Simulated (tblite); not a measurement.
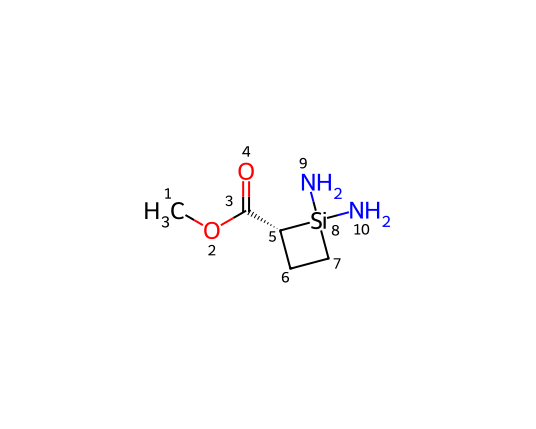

Skeletal drawing with numbered atoms; wedges and dashes mark any stereocentres. The configuration is that of a computed structure (GFN2-xTB).

What are the Cahn–Ingold–Prelog descriptors?

C5: R.

Give a SMILES with the stereochemistry.

COC(=O)[C@H]1CC[Si]1(N)N
